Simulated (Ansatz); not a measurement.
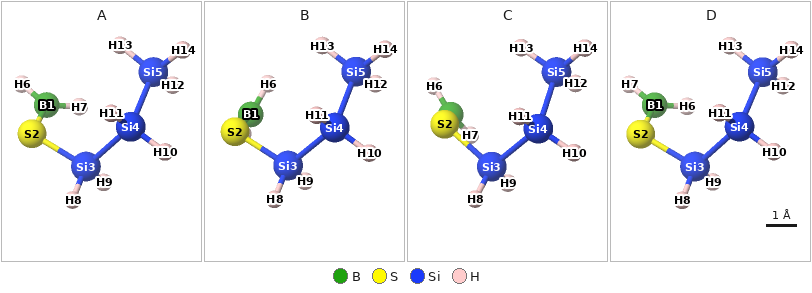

4 geometries from a converged minimum-energy path of BSi₃H₉S, shuffled. Style: ball-and-stick. Shown from a free direction.

Level of theory: Ansatz 0.2.0, RKS BLYP/def2-SVP. Settings: 5 movable images; climbing image; force threshold 0.05 eV/Å; iteration limit 60; starting path through a guess of the saddle point.

Which of them lies highest in energy?

Answer. B. In order along the path, whose images run from 0 to 6: D (image 0, 0.0 kcal/mol), B (image 2, +15.6 kcal/mol), C (image 4, +1.4 kcal/mol), A (image 6, 0.0 kcal/mol). The motion is a rotation about the B1–S2 bond by about 180°. No bond forms or breaks between the ends. Among the angles between lasting bonds that change up to the highest image: B1–S2–Si3 103.1° → 96.0°, S2–B1–H7 115.9° → 119.5°.

Cost: 2.7 min on 2 threads of Intel(R) Xeon(R) 6975P-C (Granite Rapids) (shared host), peak memory 0.2 GiB.
